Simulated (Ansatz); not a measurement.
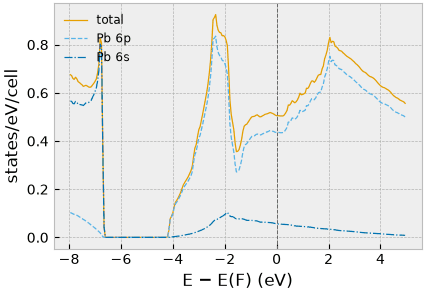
Fig. 1. Total and projected density of states of Pb (fcc (Cu type), space group No. 225), PBE+D3(BJ) (plane waves, PAW; program Ansatz)

Task: Which orbitals carry the states next to the Fermi level?

Result: Within 0.5 eV of the Fermi level: Pb 6p 86 %, Pb 6s 11 %. Projections are on Löwdin-orthogonalised atomic valence shells; empty p or d shells of many metals are not among them.

Task: Where is the tallest occupied peak in this window, and what makes it?

Result: Near -2.3 eV, about 0.92 states/eV per cell; the largest projected share is Pb 6p.

Space group Fm-3m (fcc (Cu type)). Symmetry was held in the PBE+D3(BJ) relaxation. The pairwise dispersion correction was not fitted to metals. Spin–orbit coupling is left out wherever it is not named.

Potentials: the later of the program's two PAW sets.
